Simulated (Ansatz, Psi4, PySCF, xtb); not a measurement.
H2 (SMILES [H][H]) and CH4S (SMILES CS) are pulled apart as rigid monomers along the line of their centres of mass, from the B3LYP-D3(BJ)/def2-TZVP minimum. Starting geometry (charge 0, multiplicity 1):
```json
[
 {"atom": "H", "x (Å)": "0.0296", "y (Å)": "-0.3295", "z (Å)": "0.1544"},
 {"atom": "H", "x (Å)": "0.3783", "y (Å)": "-0.1610", "z (Å)": "-0.4832"},
 {"atom": "C", "x (Å)": "0.9006", "y (Å)": "0.7277", "z (Å)": "3.0864"},
 {"atom": "S", "x (Å)": "-0.7370", "y (Å)": "-0.0717", "z (Å)": "3.0700"},
 {"atom": "H", "x (Å)": "0.9060", "y (Å)": "1.6019", "z (Å)": "3.7338"},
 {"atom": "H", "x (Å)": "1.5935", "y (Å)": "-0.0103", "z (Å)": "3.4872"},
 {"atom": "H", "x (Å)": "1.2181", "y (Å)": "0.9978", "z (Å)": "2.0813"},
 {"atom": "H", "x (Å)": "-1.4255", "y (Å)": "0.9703", "z (Å)": "2.5763"}
]
```

Interaction energies with rigid monomers; basis-set methods are counterpoise corrected unless marked otherwise.

Frozen-core correlation. Rows in 6-31G* carry no dispersion term and start afresh at each structure (6-31G* with six Cartesian d functions).

Codes used: Ansatz (an electronic-structure program) with Gaussian orbitals; Psi4 for SAPT; PySCF for 6-31G* rows, the dispersion terms; xtb for the GFN methods. 

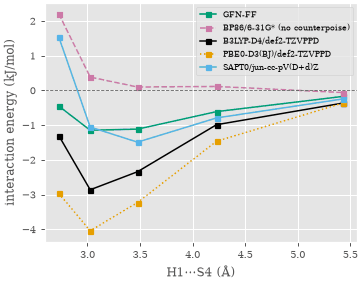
Fig. 1. Interaction energy against separation

### Question
Which level binds most strongly at H1···S4 = 3.03, and by how much?

### Answer
PBE0-D3(BJ)/def2-TZVPPD, -4 kJ/mol.
